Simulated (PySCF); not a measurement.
# SiH2O (oxosilane): PBE/STO-3G

Aim: the vertical ionisation energy of SiH2O (oxosilane) at PBE/STO-3G, from 2 runs. The job is set up through a Python script.

The results are computed with PySCF 2.14.0.

18 further runs of the same task are left out: 8 that didn't finish, 10 set aside as unsound or not needed.

### Step 1. The structure to begin with

SiH2O: 4 atoms, total charge 0, spin state singlet. SMILES: `O=[SiH2]`. Geometry: relaxed at PBE0-D4/def2-TZVP.

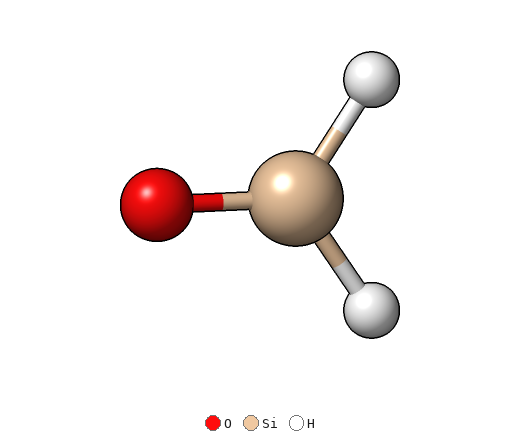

Viewed from a chosen angle; oxygen red, silicon light orange, hydrogen white.

### Step 2. A single-point energy at PBE/STO-3G

Input file geometry.xyz:

```xyz
4

O     -0.283200     0.413500     1.469500
Si    -0.006700     0.009800     0.034900
H      0.439900    -1.346000    -0.376200
H     -0.150000     0.922700    -1.128300
```

Input file job.py:

```python
from pyscf import gto, dft

mol = gto.M(
    atom='geometry.xyz',
    charge=0,
    verbose=4,
    basis='sto-3g',
    max_memory=1860,
)

myscf = dft.RKS(mol)
myscf.xc = 'pbe'
myscf.conv_tol = 1e-10
myscf.grids.level = 5
myscf.kernel()
if not myscf.converged:
    myscf = myscf.newton().run(myscf.mo_coeff, myscf.mo_occ)

energy = myscf.e_tot
print('E = %.10f Eh' % energy)
```

The run is started by

```sh
$ OMP_NUM_THREADS=1 python job.py
```

Log:

```text
PySCF version 2.14.0

[INPUT] num. atoms = 4
[INPUT] num. electrons = 24
[INPUT] charge = 0
[INPUT] spin (= nelec alpha-beta = 2S) = 0
[INPUT] symmetry False subgroup None
[INPUT] Mole.unit = angstrom
[INPUT] Symbol           X                Y                Z      unit          X                Y                Z       unit  Magmom
[INPUT]  1 O     -0.283200000000   0.413500000000   1.469500000000 AA   -0.535170438477   0.781401752508   2.776952540048 Bohr   0.0
[INPUT]  2 Si    -0.006700000000   0.009800000000   0.034900000000 AA   -0.012661165035   0.018519316021   0.065951441747 Bohr   0.0
[INPUT]  3 H      0.439900000000  -1.346000000000  -0.376200000000 AA    0.831290522196  -2.543571363665  -0.710914968061 Bohr   0.0
[INPUT]  4 H     -0.150000000000   0.922700000000  -1.128300000000 AA   -0.283458918685   1.743650295136  -2.132177986347 Bohr   0.0

nuclear repulsion = 52.4847900192363
number of shells = 10
number of NR pGTOs = 48
number of NR cGTOs = 16
basis = sto-3g
ecp = {}

******** <class 'pyscf.dft.rks.RKS'> ********
method = RKS
initial guess = minao
damping factor = 0
level_shift factor = 0
DIIS = <class 'pyscf.scf.diis.CDIIS'>
diis_start_cycle = 1
diis_space = 8
diis_damp = 0
SCF conv_tol = 1e-10
SCF conv_tol_grad = None
SCF max_cycles = 50
direct_scf = True
direct_scf_tol = 1e-13
XC library pyscf.dft.libxc version 7.0.0
    S. Lehtola, C. Steigemann, M. J.T. Oliveira, and M. A.L. Marques.,  SoftwareX 7, 1–5 (2018)
XC functionals = pbe
    J. P. Perdew, K. Burke, and M. Ernzerhof.,  Phys. Rev. Lett. 77, 3865 (1996)
    J. P. Perdew, K. Burke, and M. Ernzerhof.,  Phys. Rev. Lett. 78, 1396 (1997)
    J. P. Perdew, K. Burke, and M. Ernzerhof.,  Phys. Rev. Lett. 77, 3865 (1996)
    J. P. Perdew, K. Burke, and M. Ernzerhof.,  Phys. Rev. Lett. 78, 1396 (1997)
radial grids:
    Treutler-Ahlrichs [JCP 102, 346 (1995); DOI:10.1063/1.469408] (M4) radial grids

becke partition: Becke, JCP 88, 2547 (1988); DOI:10.1063/1.454033
pruning grids: <function nwchem_prune>
grids dens level: 5
symmetrized grids: False
atomic radii adjust function: <function treutler_atomic_radii_adjust>
small_rho_cutoff = 0
Set gradient conv threshold to 1e-05
Initial guess from minao.
tot grids = 133616
init E= -361.132880293308
  HOMO = -0.300886716454112  LUMO = -0.0317725755959078  gap/eV = 7.32297
cycle= 1 E= -360.85881799894  delta_E= 0.274  |g|= 0.819  |ddm|= 2.45
  HOMO = 0.154868311688282  LUMO = 0.202453955547523  gap/eV = 1.29487
cycle= 2 E= -355.036376285707  delta_E= 5.82  |g|= 4.03  |ddm|= 6.93
  HOMO = 0.00700875020800806  LUMO = 0.108725904288827  gap/eV = 2.76786
cycle= 3 E= -360.833548417295  delta_E= -5.8  |g|= 1.07  |ddm|= 5.59
  HOMO = -0.0268488890920621  LUMO = 0.0870554332184958  gap/eV = 3.09949
cycle= 4 E= -361.122646831068  delta_E= -0.289  |g|= 0.497  |ddm|= 0.732
  HOMO = -0.0446181730784369  LUMO = 0.0711113076818177  gap/eV = 3.14916
cycle= 5 E= -361.162012203316  delta_E= -0.0394  |g|= 0.342  |ddm|= 0.208
  HOMO = -0.0695608673801152  LUMO = 0.0607178190005874  gap/eV = 3.54506
cycle= 6 E= -361.19790036049  delta_E= -0.0359  |g|= 0.0261  |ddm|= 0.376
  HOMO = -0.0719112536703727  LUMO = 0.0605612479431729  gap/eV = 3.60476
cycle= 7 E= -361.198113306617  delta_E= -0.000213  |g|= 0.00346  |ddm|= 0.027
  HOMO = -0.0722279325816184  LUMO = 0.060446671282729  gap/eV = 3.61026
cycle= 8 E= -361.198117273957  delta_E= -3.97e-06  |g|= 0.000189  |ddm|= 0.00473
  HOMO = -0.0722121940596772  LUMO = 0.0604505811076555  gap/eV = 3.60994
cycle= 9 E= -361.198117285895  delta_E= -1.19e-08  |g|= 6.69e-06  |ddm|= 0.000248
  HOMO = -0.0722121854984605  LUMO = 0.0604503415799603  gap/eV = 3.60993
cycle= 10 E= -361.198117285908  delta_E= -1.38e-11  |g|= 5.81e-06  |ddm|= 1.93e-05
  HOMO = -0.0722147606155011  LUMO = 0.0604495923262476  gap/eV = 3.60998
Extra cycle  E= -361.198117285745  delta_E= 1.64e-10  |g|= 2.31e-05  |ddm|= 3.62e-05
converged SCF energy = -361.198117285745
E = -361.1981172857 Eh
```

Run time: 1.8 s. Hardware: 1 thread of Arm Neoverse V2, shared host; peak memory 0.18 GiB.

### Step 3. The doublet cation, same level

Input file input.py:

```python
from pyscf import gto, dft

mol = gto.Mole()
mol.atom = [
    ('O', (-0.283200, 0.413500, 1.469500)),
    ('Si', (-0.006700, 0.009800, 0.034900)),
    ('H', (0.439900, -1.346000, -0.376200)),
    ('H', (-0.150000, 0.922700, -1.128300)),
]
mol.max_memory = 1860
mol.charge = 1
mol.basis = 'sto-3g'
mol.spin = 1
mol.verbose = 4
mol.build()

mf = dft.UKS(mol, xc='pbe')
mf.conv_tol = 1e-10
mf.grids.level = 5
mf.kernel()
if not mf.converged:
    mf = mf.newton().run(mf.mo_coeff, mf.mo_occ)

etot = mf.e_tot
print('E(%s) = %.9f' % ('PBE', etot))
```

The run is started by

```sh
$ OMP_NUM_THREADS=1 python input.py
```

Log:

```text
PySCF version 2.14.0

[INPUT] num. atoms = 4
[INPUT] num. electrons = 23
[INPUT] charge = 1
[INPUT] spin (= nelec alpha-beta = 2S) = 1
[INPUT] symmetry False subgroup None
[INPUT] Mole.unit = angstrom
[INPUT] Symbol           X                Y                Z      unit          X                Y                Z       unit  Magmom
[INPUT]  1 O     -0.283200000000   0.413500000000   1.469500000000 AA   -0.535170438477   0.781401752508   2.776952540048 Bohr   0.0
[INPUT]  2 Si    -0.006700000000   0.009800000000   0.034900000000 AA   -0.012661165035   0.018519316021   0.065951441747 Bohr   0.0
[INPUT]  3 H      0.439900000000  -1.346000000000  -0.376200000000 AA    0.831290522196  -2.543571363665  -0.710914968061 Bohr   0.0
[INPUT]  4 H     -0.150000000000   0.922700000000  -1.128300000000 AA   -0.283458918685   1.743650295136  -2.132177986347 Bohr   0.0

nuclear repulsion = 52.4847900192363
number of shells = 10
number of NR pGTOs = 48
number of NR cGTOs = 16
basis = sto-3g
ecp = {}

[... 82 lines left out ...]
converged SCF energy = -360.935178900443  <S^2> = 0.75762841  2S+1 = 2.0076139
E(PBE) = -360.935178900
```

It took 2.7 s on 1 thread of Arm Neoverse V2, shared host; peak memory 0.19 GiB.

### Step 4. Results

Level: PBE/STO-3G.

| quantity | value |
| --- | --- |
| singlet SiH2O: total energy | -361.19812 Eh |
| singlet SiH2O: dipole moment | 1.53 D |
| singlet SiH2O: HOMO energy | -1.97 eV |
| singlet SiH2O: LUMO energy | 1.64 eV |
| singlet SiH2O: HOMO–LUMO gap | 3.61 eV |
| doublet cation: total energy | -360.93518 Eh |
| doublet cation: HOMO energy (highest over α and β) | -14.49 eV |
| doublet cation: LUMO energy (lowest over α and β) | -12.13 eV |
| doublet cation: ⟨S²⟩ | 0.758 |
| vertical ionisation energy (to the doublet cation) | 7.155 eV |

**Reading.** The vertical ionisation energy comes to 7.15 eV (690 kJ/mol). −ε(HOMO) before ionisation, 1.97 eV, is 5.19 eV below this ionisation energy. In a minimal basis such a difference can be off by several eV, whatever the method. Mulliken charges (singlet SiH2O) run from -0.36 on O1 to +0.59 on Si2; they depend strongly on the basis.
